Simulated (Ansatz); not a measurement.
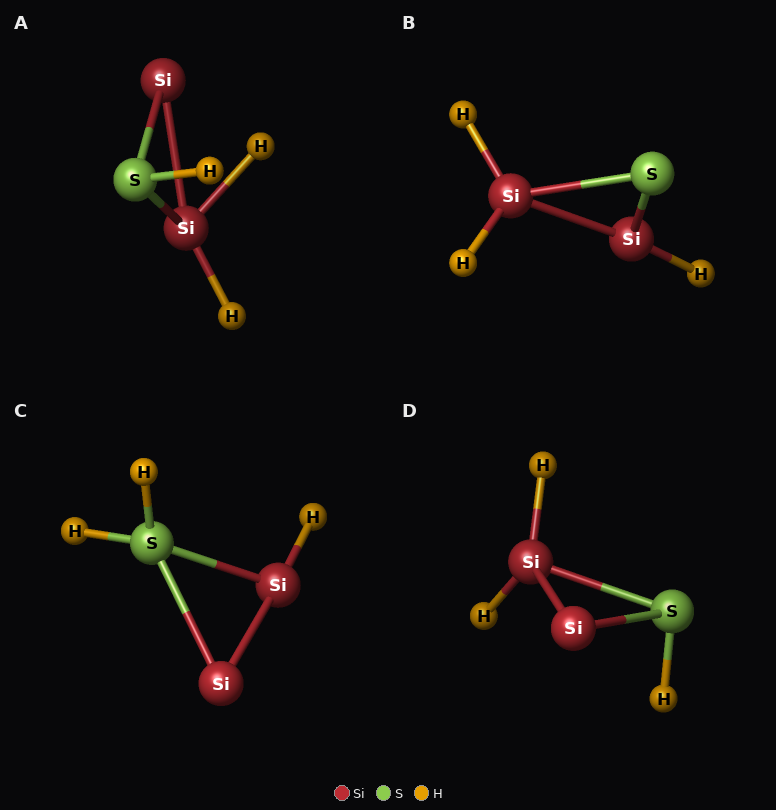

4 stationary structures of one formula. Charge +1, singlet. Geometries: PBE0-D4/def2-TZVP. Electronic energies: PBE0-D4/def2-TZVPP (Ansatz 0.2.0), without zero-point energy. No frequency run is at hand to confirm each as a minimum.

**Rank them by energy, lowest first.**

B is lowest (Cs); D lies 15.1 kcal/mol above it (C1), A lies 19.5 kcal/mol above it (C1), C lies 50.3 kcal/mol above it (Cs).
